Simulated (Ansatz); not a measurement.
**Molecular dynamics of Ge2H4O2 (part 1 of 3)**

Ge2H4O2, computed with RKS B3LYP-D4/def2-SVP (Ansatz 0.2.0).

It belongs to a series of runs on one base structure; here: dynamics from the highest image of the converged band. Figures and captions count atoms from 1; the log counts them from 0 in places.

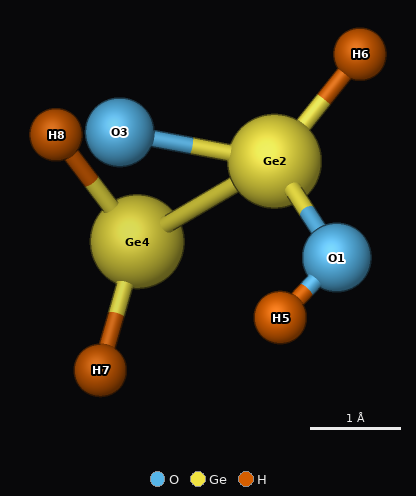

Figure 1. The starting structure (ball-and-stick view, seen at a tilt; atoms are numbered from 1 in the order of the input). Sticks mark near contacts. Bond lengths as drawn: Ge–Ge 2.42 Å, Ge–H 1.53 to 1.61 Å, Ge–O 1.78 Å and H–O 0.97 Å.

### Summary

- outcome: finished
- mean temperature over the second half: 1523 K
- trajectory: 200 steps, 100 fs
- ensemble: nve
- temperature in the input: 100.0 K
- time step: 0.5 fs
- potential energy (last step): −117180.2751 eV
- mean-field energy (last step): −117179.9673 eV
- largest force (length of the vector) (last step): 10.050 eV/Å
- hardware: 2 threads of Intel Xeon (Granite Rapids), 16 GiB of memory available, shared host
- wall time: 6 min (CPU time 11 min)
- peak memory: 0.32 GiB

### Remarks

So short a trajectory is not equilibrated.

### Input file
```yaml
crystal:
  periodic: [false, false, false]
  atoms:
    - { symbol: O, position_ang: [-0.308936, 1.85252, -0.788724] }
    - { symbol: Ge, position_ang: [-0.605916, 0.549412, 0.383843] }
    - { symbol: O, position_ang: [0.917355, -0.137148, 1.011072] }
    - { symbol: Ge, position_ang: [-0.162988, -1.750815, -0.240262] }
    - { symbol: H, position_ang: [0.472919, 1.682741, -1.334089] }
    - { symbol: H, position_ang: [-1.614713, 1.114037, 1.389468] }
    - { symbol: H, position_ang: [0.665274, -1.713084, -1.577675] }
    - { symbol: H, position_ang: [0.729204, -1.654664, 1.100468] }
basis:
  gaussian: { orbitals: def2-SVP }
hamiltonian:
  xc: b3lyp
  dispersion: d4
md:
  timestep: 0.5
  n_steps: 200
  ensemble: nve
  temperature: 100.0
  initial_velocities: maxwell_boltzmann
  seed: 7132
```

Launched with:
```bash
ansatz run input.yaml --threads 2 --pin off --max-ram 3072MiB --backend cpu --events-out ev --progress --plain --runs-dir out
```

### The program's output
```
Engine: ansatz 0.2.0, x86_64-unknown-linux-gnu
Functional definition: B3LYP
  parameter a0 = 0.2
  parameter ax = 0.72
  parameter ac = 0.81
  exchange = (1 - a0 - ax)*slater_x + ax*b88_x + a0*exact_x
  correlation = (1 - ac)*vwn_rpa_c + ac*lyp_c
1173 factors; integrals over basis functions are off by at most 2.9e-4 eV
mean field evaluation 1: about -117166.2523 eV, gradient 8.1e1 eV
mean field evaluation 2: about -117009.7518 eV, gradient 2.3e2 eV
mean field evaluation 4: about -117172.3795 eV, gradient 5.5e1 eV
mean field evaluation 8: about -117178.9017 eV, gradient 3.2e-1 eV
mean field evaluation 16: about -117178.9109 eV, gradient 2.7e-4 eV
mean field -117178.91093129 eV, -4306.2455500064 hartree, gradient 2.0e-5 eV, S^2 0.000000; 0 other end points of the search recorded, 0 dependent functions left out
the calculation of the forces begins
reference -117178.91116642 eV, -4306.2455586471 hartree; 42, 42 occupied and 70, 70 virtual orbitals, 1173 factors
md step     0: t =     0.00 fs  T =   100.0 K  F+E_penalty+E_count = -117179.20122741 eV  E_kin = 0.077556 eV  conserved = -117179.12367141 eV  (31 SCF iters)
these checks for a lower state are left out or cut short: starts, cluster_reference, orbital_swaps, neighbouring_geometries, increment
1173 factors; integrals over basis functions are off by at most 2.9e-4 eV
mean field -117178.91006654 eV, -4306.2455182274 hartree, gradient 5.8e-5 eV, S^2 0.000000; 0 other end points of the search recorded, 0 dependent functions left out
the calculation of the forces begins
reference -117178.91030172 eV, -4306.2455268700 hartree; 42, 42 occupied and 70, 70 virtual orbitals, 1173 factors
md step     1: t =     0.50 fs  T =    99.0 K  F+E_penalty+E_count = -117179.20047607 eV  E_kin = 0.076810 eV  conserved = -117179.12366585 eV  (32 SCF iters)
[... from here on the SCF iterations and repeated set-up lines of each step are left out, up to the last step ...]
md step     2: t =     1.00 fs  T =    96.5 K  F+E_penalty+E_count = -117179.19849542 eV  E_kin = 0.074844 eV  conserved = -117179.12365137 eV  (28 SCF iters)
md step     3: t =     1.50 fs  T =    92.7 K  F+E_penalty+E_count = -117179.19551021 eV  E_kin = 0.071879 eV  conserved = -117179.12363135 eV  (28 SCF iters)
md step     4: t =     2.00 fs  T =    88.0 K  F+E_penalty+E_count = -117179.19183532 eV  E_kin = 0.068226 eV  conserved = -117179.12360951 eV  (28 SCF iters)
md step     5: t =     2.50 fs  T =    82.8 K  F+E_penalty+E_count = -117179.18781602 eV  E_kin = 0.064227 eV  conserved = -117179.12358942 eV  (27 SCF iters)
md step     6: t =     3.00 fs  T =    77.6 K  F+E_penalty+E_count = -117179.18377300 eV  E_kin = 0.060200 eV  conserved = -117179.12357348 eV  (28 SCF iters)
md step     7: t =     3.50 fs  T =    72.7 K  F+E_penalty+E_count = -117179.17996549 eV  E_kin = 0.056403 eV  conserved = -117179.12356242 eV  (28 SCF iters)
md step     8: t =     4.00 fs  T =    68.4 K  F+E_penalty+E_count = -117179.17657586 eV  E_kin = 0.053020 eV  conserved = -117179.12355583 eV  (28 SCF iters)
md step     9: t =     4.50 fs  T =    64.7 K  F+E_penalty+E_count = -117179.17371069 eV  E_kin = 0.050157 eV  conserved = -117179.12355368 eV  (28 SCF iters)
md step    10: t =     5.00 fs  T =    61.7 K  F+E_penalty+E_count = -117179.17140583 eV  E_kin = 0.047850 eV  conserved = -117179.12355552 eV  (28 SCF iters)
md step    11: t =     5.50 fs  T =    59.4 K  F+E_penalty+E_count = -117179.16963229 eV  E_kin = 0.046071 eV  conserved = -117179.12356104 eV  (27 SCF iters)
md step    12: t =     6.00 fs  T =    57.7 K  F+E_penalty+E_count = -117179.16830018 eV  E_kin = 0.044730 eV  conserved = -117179.12357022 eV  (28 SCF iters)
md step    13: t =     6.50 fs  T =    56.3 K  F+E_penalty+E_count = -117179.16726433 eV  E_kin = 0.043682 eV  conserved = -117179.12358192 eV  (27 SCF iters)
md step    14: t =     7.00 fs  T =    55.1 K  F+E_penalty+E_count = -117179.16634164 eV  E_kin = 0.042748 eV  conserved = -117179.12359399 eV  (28 SCF iters)
md step    15: t =     7.50 fs  T =    53.8 K  F+E_penalty+E_count = -117179.16534402 eV  E_kin = 0.041741 eV  conserved = -117179.12360347 eV  (27 SCF iters)
md step    16: t =     8.00 fs  T =    52.2 K  F+E_penalty+E_count = -117179.16412595 eV  E_kin = 0.040519 eV  conserved = -117179.12360658 eV  (27 SCF iters)
md step    17: t =     8.50 fs  T =    50.3 K  F+E_penalty+E_count = -117179.16264088 eV  E_kin = 0.039040 eV  conserved = -117179.12360062 eV  (29 SCF iters)
md step    18: t =     9.00 fs  T =    48.2 K  F+E_penalty+E_count = -117179.16098904 eV  E_kin = 0.037406 eV  conserved = -117179.12358349 eV  (28 SCF iters)
md step    19: t =     9.50 fs  T =    46.3 K  F+E_penalty+E_count = -117179.15944643 eV  E_kin = 0.035891 eV  conserved = -117179.12355540 eV  (28 SCF iters)
md step    20: t =    10.00 fs  T =    45.1 K  F+E_penalty+E_count = -117179.15846142 eV  E_kin = 0.034943 eV  conserved = -117179.12351855 eV  (28 SCF iters)
md step    21: t =    10.50 fs  T =    45.3 K  F+E_penalty+E_count = -117179.15862074 eV  E_kin = 0.035144 eV  conserved = -117179.12347649 eV  (28 SCF iters)
md step    22: t =    11.00 fs  T =    47.9 K  F+E_penalty+E_count = -117179.16059653 eV  E_kin = 0.037165 eV  conserved = -117179.12343159 eV  (30 SCF iters)
md step    23: t =    11.50 fs  T =    53.8 K  F+E_penalty+E_count = -117179.16510112 eV  E_kin = 0.041716 eV  conserved = -117179.12338535 eV  (31 SCF iters)
md step    24: t =    12.00 fs  T =    63.9 K  F+E_penalty+E_count = -117179.17286908 eV  E_kin = 0.049533 eV  conserved = -117179.12333609 eV  (31 SCF iters)
md step    25: t =    12.50 fs  T =    79.2 K  F+E_penalty+E_count = -117179.18468897 eV  E_kin = 0.061412 eV  conserved = -117179.12327742 eV  (31 SCF iters)
md step    26: t =    13.00 fs  T =   101.0 K  F+E_penalty+E_count = -117179.20149674 eV  E_kin = 0.078296 eV  conserved = -117179.12320026 eV  (30 SCF iters)
md step    27: t =    13.50 fs  T =   130.8 K  F+E_penalty+E_count = -117179.22452353 eV  E_kin = 0.101432 eV  conserved = -117179.12309134 eV  (29 SCF iters)
md step    28: t =    14.00 fs  T =   170.9 K  F+E_penalty+E_count = -117179.25550061 eV  E_kin = 0.132565 eV  conserved = -117179.12293590 eV  (29 SCF iters)
md step    29: t =    14.50 fs  T =   224.6 K  F+E_penalty+E_count = -117179.29690463 eV  E_kin = 0.174187 eV  conserved = -117179.12271778 eV  (29 SCF iters)
md step    30: t =    15.00 fs  T =   296.3 K  F+E_penalty+E_count = -117179.35221672 eV  E_kin = 0.229782 eV  conserved = -117179.12243485 eV  (29 SCF iters, 3 dispersion substeps)
md step    31: t =    15.50 fs  T =   391.9 K  F+E_penalty+E_count = -117179.42605150 eV  E_kin = 0.303946 eV  conserved = -117179.12210534 eV  (30 SCF iters, 3 dispersion substeps)
md step    32: t =    16.00 fs  T =   518.4 K  F+E_penalty+E_count = -117179.52385040 eV  E_kin = 0.402024 eV  conserved = -117179.12182628 eV  (30 SCF iters, 3 dispersion substeps)
md step    33: t =    16.50 fs  T =   681.7 K  F+E_penalty+E_count = -117179.65052725 eV  E_kin = 0.528669 eV  conserved = -117179.12185840 eV  (29 SCF iters, 3 dispersion substeps)
md step    34: t =    17.00 fs  T =   882.0 K  F+E_penalty+E_count = -117179.80683017 eV  E_kin = 0.684067 eV  conserved = -117179.12276343 eV  (32 SCF iters, 3 dispersion substeps)
md step    35: t =    17.50 fs  T =  1103.9 K  F+E_penalty+E_count = -117179.98159746 eV  E_kin = 0.856134 eV  conserved = -117179.12546368 eV  (31 SCF iters, 3 dispersion substeps)
md step    36: t =    18.00 fs  T =  1300.9 K  F+E_penalty+E_count = -117180.13968572 eV  E_kin = 1.008905 eV  conserved = -117179.13078034 eV  (31 SCF iters, 3 dispersion substeps)
md step    37: t =    18.50 fs  T =  1387.9 K  F+E_penalty+E_count = -117180.21390369 eV  E_kin = 1.076435 eV  conserved = -117179.13746844 eV  (33 SCF iters, 3 dispersion substeps)
md step    38: t =    19.00 fs  T =  1279.1 K  F+E_penalty+E_count = -117180.13073812 eV  E_kin = 0.992018 eV  conserved = -117179.13872060 eV  (28 SCF iters, 3 dispersion substeps)
md step    39: t =    19.50 fs  T =  1013.5 K  F+E_penalty+E_count = -117179.91134362 eV  E_kin = 0.786018 eV  conserved = -117179.12532545 eV  (28 SCF iters, 3 dispersion substeps)
md step    40: t =    20.00 fs  T =   858.4 K  F+E_penalty+E_count = -117179.77412437 eV  E_kin = 0.665740 eV  conserved = -117179.10838398 eV  (28 SCF iters, 3 dispersion substeps)
md step    41: t =    20.50 fs  T =  1076.9 K  F+E_penalty+E_count = -117179.95113220 eV  E_kin = 0.835232 eV  conserved = -117179.11589998 eV  (27 SCF iters, 3 dispersion substeps)
md step    42: t =    21.00 fs  T =  1550.2 K  F+E_penalty+E_count = -117180.33856217 eV  E_kin = 1.202290 eV  conserved = -117179.13627223 eV  (28 SCF iters, 3 dispersion substeps)
md step    43: t =    21.50 fs  T =  1931.0 K  F+E_penalty+E_count = -117180.64080674 eV  E_kin = 1.497577 eV  conserved = -117179.14323020 eV  (28 SCF iters, 3 dispersion substeps)
md step    44: t =    22.00 fs  T =  2045.0 K  F+E_penalty+E_count = -117180.72435787 eV  E_kin = 1.586030 eV  conserved = -117179.13832832 eV  (28 SCF iters, 3 dispersion substeps)
md step    45: t =    22.50 fs  T =  1937.6 K  F+E_penalty+E_count = -117180.63404618 eV  E_kin = 1.502747 eV  conserved = -117179.13129905 eV  (28 SCF iters, 3 dispersion substeps)
md step    46: t =    23.00 fs  T =  1723.8 K  F+E_penalty+E_count = -117180.46307990 eV  E_kin = 1.336890 eV  conserved = -117179.12619014 eV  (28 SCF iters, 3 dispersion substeps)
md step    47: t =    23.50 fs  T =  1498.7 K  F+E_penalty+E_count = -117180.28560321 eV  E_kin = 1.162366 eV  conserved = -117179.12323691 eV  (28 SCF iters, 3 dispersion substeps)
md step    48: t =    24.00 fs  T =  1321.5 K  F+E_penalty+E_count = -117180.14664894 eV  E_kin = 1.024897 eV  conserved = -117179.12175208 eV  (28 SCF iters, 3 dispersion substeps)
md step    49: t =    24.50 fs  T =  1222.6 K  F+E_penalty+E_count = -117180.06928884 eV  E_kin = 0.948176 eV  conserved = -117179.12111299 eV  (28 SCF iters, 3 dispersion substeps)
md step    50: t =    25.00 fs  T =  1215.0 K  F+E_penalty+E_count = -117180.06327022 eV  E_kin = 0.942340 eV  conserved = -117179.12093027 eV  (29 SCF iters, 3 dispersion substeps)
md step    51: t =    25.50 fs  T =  1302.7 K  F+E_penalty+E_count = -117180.13141771 eV  E_kin = 1.010353 eV  conserved = -117179.12106446 eV  (29 SCF iters, 3 dispersion substeps)
md step    52: t =    26.00 fs  T =  1483.3 K  F+E_penalty+E_count = -117180.27196802 eV  E_kin = 1.150386 eV  conserved = -117179.12158156 eV  (29 SCF iters, 3 dispersion substeps)
md step    53: t =    26.50 fs  T =  1746.5 K  F+E_penalty+E_count = -117180.47730912 eV  E_kin = 1.354510 eV  conserved = -117179.12279927 eV  (28 SCF iters, 3 dispersion substeps)
md step    54: t =    27.00 fs  T =  2067.3 K  F+E_penalty+E_count = -117180.72856563 eV  E_kin = 1.603283 eV  conserved = -117179.12528308 eV  (27 SCF iters, 3 dispersion substeps)
md step    55: t =    27.50 fs  T =  2395.4 K  F+E_penalty+E_count = -117180.98744390 eV  E_kin = 1.857774 eV  conserved = -117179.12967007 eV  (28 SCF iters, 3 dispersion substeps)
md step    56: t =    28.00 fs  T =  2647.5 K  F+E_penalty+E_count = -117181.18911916 eV  E_kin = 2.053298 eV  conserved = -117179.13582090 eV  (27 SCF iters, 3 dispersion substeps)
md step    57: t =    28.50 fs  T =  2719.1 K  F+E_penalty+E_count = -117181.24919294 eV  E_kin = 2.108813 eV  conserved = -117179.14037963 eV  (28 SCF iters, 3 dispersion substeps)
md step    58: t =    29.00 fs  T =  2557.1 K  F+E_penalty+E_count = -117181.11829573 eV  E_kin = 1.983221 eV  conserved = -117179.13507435 eV  (28 SCF iters, 3 dispersion substeps)
md step    59: t =    29.50 fs  T =  2287.9 K  F+E_penalty+E_count = -117180.89206626 eV  E_kin = 1.774401 eV  conserved = -117179.11766528 eV  (27 SCF iters, 3 dispersion substeps)
md step    60: t =    30.00 fs  T =  2195.5 K  F+E_penalty+E_count = -117180.81251671 eV  E_kin = 1.702732 eV  conserved = -117179.10978461 eV  (27 SCF iters, 3 dispersion substeps)
md step    61: t =    30.50 fs  T =  2394.2 K  F+E_penalty+E_count = -117180.98144714 eV  E_kin = 1.856823 eV  conserved = -117179.12462375 eV  (27 SCF iters, 3 dispersion substeps)
md step    62: t =    31.00 fs  T =  2662.7 K  F+E_penalty+E_count = -117181.20403213 eV  E_kin = 2.065112 eV  conserved = -117179.13891992 eV  (27 SCF iters, 3 dispersion substeps)
md step    63: t =    31.50 fs  T =  2748.4 K  F+E_penalty+E_count = -117181.27116777 eV  E_kin = 2.131523 eV  conserved = -117179.13964489 eV  (27 SCF iters, 3 dispersion substeps)
md step    64: t =    32.00 fs  T =  2601.3 K  F+E_penalty+E_count = -117181.15125807 eV  E_kin = 2.017460 eV  conserved = -117179.13379779 eV  (30 SCF iters, 3 dispersion substeps)
md step    65: t =    32.50 fs  T =  2306.3 K  F+E_penalty+E_count = -117180.91679483 eV  E_kin = 1.788654 eV  conserved = -117179.12814051 eV  (26 SCF iters, 3 dispersion substeps)
md step    66: t =    33.00 fs  T =  1963.9 K  F+E_penalty+E_count = -117180.64765224 eV  E_kin = 1.523147 eV  conserved = -117179.12450535 eV  (26 SCF iters, 3 dispersion substeps)
md step    67: t =    33.50 fs  T =  1644.9 K  F+E_penalty+E_count = -117180.39828903 eV  E_kin = 1.275715 eV  conserved = -117179.12257423 eV  (27 SCF iters, 3 dispersion substeps)
md step    68: t =    34.00 fs  T =  1388.4 K  F+E_penalty+E_count = -117180.19850204 eV  E_kin = 1.076811 eV  conserved = -117179.12169085 eV  (28 SCF iters, 3 dispersion substeps)
md step    69: t =    34.50 fs  T =  1212.4 K  F+E_penalty+E_count = -117180.06163159 eV  E_kin = 0.940314 eV  conserved = -117179.12131777 eV  (27 SCF iters, 3 dispersion substeps)
md step    70: t =    35.00 fs  T =  1124.2 K  F+E_penalty+E_count = -117179.99310290 eV  E_kin = 0.871904 eV  conserved = -117179.12119842 eV  (28 SCF iters, 3 dispersion substeps)
md step    71: t =    35.50 fs  T =  1126.2 K  F+E_penalty+E_count = -117179.99469782 eV  E_kin = 0.873413 eV  conserved = -117179.12128460 eV  (28 SCF iters, 3 dispersion substeps)
md step    72: t =    36.00 fs  T =  1216.5 K  F+E_penalty+E_count = -117180.06509369 eV  E_kin = 0.943440 eV  conserved = -117179.12165412 eV  (28 SCF iters, 3 dispersion substeps)
md step    73: t =    36.50 fs  T =  1387.7 K  F+E_penalty+E_count = -117180.19883297 eV  E_kin = 1.076209 eV  conserved = -117179.12262419 eV  (28 SCF iters, 3 dispersion substeps)
md step    74: t =    37.00 fs  T =  1619.8 K  F+E_penalty+E_count = -117180.38109855 eV  E_kin = 1.256285 eV  conserved = -117179.12481363 eV  (26 SCF iters, 3 dispersion substeps)
md step    75: t =    37.50 fs  T =  1868.6 K  F+E_penalty+E_count = -117180.57822778 eV  E_kin = 1.449212 eV  conserved = -117179.12901604 eV  (26 SCF iters, 3 dispersion substeps)
md step    76: t =    38.00 fs  T =  2053.1 K  F+E_penalty+E_count = -117180.72795814 eV  E_kin = 1.592301 eV  conserved = -117179.13565748 eV  (27 SCF iters, 3 dispersion substeps)
md step    77: t =    38.50 fs  T =  2057.9 K  F+E_penalty+E_count = -117180.73849587 eV  E_kin = 1.596031 eV  conserved = -117179.14246498 eV  (28 SCF iters, 3 dispersion substeps)
md step    78: t =    39.00 fs  T =  1792.3 K  F+E_penalty+E_count = -117180.53085651 eV  E_kin = 1.390053 eV  conserved = -117179.14080367 eV  (28 SCF iters, 3 dispersion substeps)
md step    79: t =    39.50 fs  T =  1342.1 K  F+E_penalty+E_count = -117180.16326479 eV  E_kin = 1.040864 eV  conserved = -117179.12240094 eV  (28 SCF iters, 3 dispersion substeps)
md step    80: t =    40.00 fs  T =  1039.3 K  F+E_penalty+E_count = -117179.91219727 eV  E_kin = 0.806042 eV  conserved = -117179.10615530 eV  (27 SCF iters, 3 dispersion substeps)
md step    81: t =    40.50 fs  T =  1130.6 K  F+E_penalty+E_count = -117179.99556863 eV  E_kin = 0.876870 eV  conserved = -117179.11869834 eV  (27 SCF iters, 3 dispersion substeps)
md step    82: t =    41.00 fs  T =  1430.5 K  F+E_penalty+E_count = -117180.24744277 eV  E_kin = 1.109443 eV  conserved = -117179.13799995 eV  (27 SCF iters, 3 dispersion substeps)
md step    83: t =    41.50 fs  T =  1600.4 K  F+E_penalty+E_count = -117180.38259063 eV  E_kin = 1.241226 eV  conserved = -117179.14136501 eV  (26 SCF iters, 3 dispersion substeps)
md step    84: t =    42.00 fs  T =  1523.2 K  F+E_penalty+E_count = -117180.31647252 eV  E_kin = 1.181338 eV  conserved = -117179.13513419 eV  (27 SCF iters, 3 dispersion substeps)
md step    85: t =    42.50 fs  T =  1273.4 K  F+E_penalty+E_count = -117180.11609643 eV  E_kin = 0.987595 eV  conserved = -117179.12850159 eV  (27 SCF iters, 3 dispersion substeps)
md step    86: t =    43.00 fs  T =   963.1 K  F+E_penalty+E_count = -117179.87115918 eV  E_kin = 0.746927 eV  conserved = -117179.12423209 eV  (27 SCF iters, 3 dispersion substeps)
md step    87: t =    43.50 fs  T =   673.2 K  F+E_penalty+E_count = -117179.64410648 eV  E_kin = 0.522095 eV  conserved = -117179.12201188 eV  (29 SCF iters, 3 dispersion substeps)
md step    88: t =    44.00 fs  T =   448.6 K  F+E_penalty+E_count = -117179.46891332 eV  E_kin = 0.347880 eV  conserved = -117179.12103352 eV  (26 SCF iters, 3 dispersion substeps)
md step    89: t =    44.50 fs  T =   309.7 K  F+E_penalty+E_count = -117179.36088525 eV  E_kin = 0.240188 eV  conserved = -117179.12069700 eV  (28 SCF iters, 3 dispersion substeps)
md step    90: t =    45.00 fs  T =   263.7 K  F+E_penalty+E_count = -117179.32519775 eV  E_kin = 0.204522 eV  conserved = -117179.12067569 eV  (28 SCF iters, 3 dispersion substeps)
md step    91: t =    45.50 fs  T =   311.1 K  F+E_penalty+E_count = -117179.36214184 eV  E_kin = 0.241243 eV  conserved = -117179.12089853 eV  (28 SCF iters, 3 dispersion substeps)
md step    92: t =    46.00 fs  T =   447.1 K  F+E_penalty+E_count = -117179.46831718 eV  E_kin = 0.346777 eV  conserved = -117179.12154012 eV  (28 SCF iters, 3 dispersion substeps)
md step    93: t =    46.50 fs  T =   658.4 K  F+E_penalty+E_count = -117179.63363849 eV  E_kin = 0.510592 eV  conserved = -117179.12304610 eV  (28 SCF iters, 3 dispersion substeps)
md step    94: t =    47.00 fs  T =   913.4 K  F+E_penalty+E_count = -117179.83456742 eV  E_kin = 0.708411 eV  conserved = -117179.12615628 eV  (28 SCF iters, 3 dispersion substeps)
md step    95: t =    47.50 fs  T =  1150.9 K  F+E_penalty+E_count = -117180.02435107 eV  E_kin = 0.892584 eV  conserved = -117179.13176692 eV  (29 SCF iters, 3 dispersion substeps)
md step    96: t =    48.00 fs  T =  1268.8 K  F+E_penalty+E_count = -117180.12362180 eV  E_kin = 0.984008 eV  conserved = -117179.13961395 eV  (28 SCF iters, 3 dispersion substeps)
md step    97: t =    48.50 fs  T =  1146.4 K  F+E_penalty+E_count = -117180.03356983 eV  E_kin = 0.889138 eV  conserved = -117179.14443152 eV  (28 SCF iters, 3 dispersion substeps)
md step    98: t =    49.00 fs  T =   761.0 K  F+E_penalty+E_count = -117179.72423453 eV  E_kin = 0.590170 eV  conserved = -117179.13406427 eV  (28 SCF iters, 3 dispersion substeps)
md step    99: t =    49.50 fs  T =   363.1 K  F+E_penalty+E_count = -117179.39166427 eV  E_kin = 0.281593 eV  conserved = -117179.11007107 eV  (28 SCF iters, 3 dispersion substeps)
md step   100: t =    50.00 fs  T =   353.5 K  F+E_penalty+E_count = -117179.38216650 eV  E_kin = 0.274134 eV  conserved = -117179.10803255 eV  (28 SCF iters, 3 dispersion substeps)
md step   101: t =    50.50 fs  T =   762.3 K  F+E_penalty+E_count = -117179.72294849 eV  E_kin = 0.591185 eV  conserved = -117179.13176372 eV  (28 SCF iters, 3 dispersion substeps)
```
